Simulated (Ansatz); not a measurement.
Bands of a (8,2) BN nanotube, along its axis.

All values below come from PBE (plane waves to 420 eV, PAW; Ansatz, an electronic-structure program). Mesh 1×1×6. No spin polarisation. One-dimensional cell, images about 11 Å apart. An idealised model, rolled from the flat sheet. Only distortions within the start's symmetry and period were free.

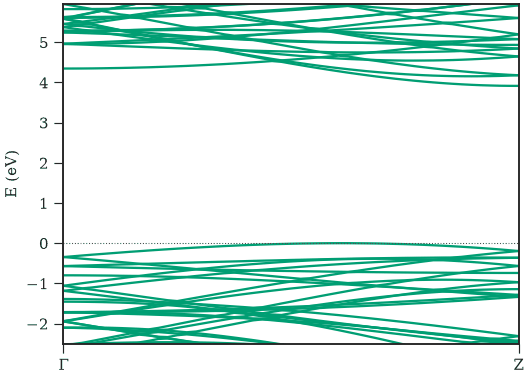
Bands from the zone centre to the zone edge (period 6.64 Å); the dotted line marks the highest filled level

Task: Is it a metal or a semiconductor at this level? Give what the bands show.

Result: An insulator in PBE.
```
Item                                                        Result
-------  ---------------------------------------------------------
PBE gap  3.91 eV, indirect, from k = 0.302 × 2π/c to the zone edge
```
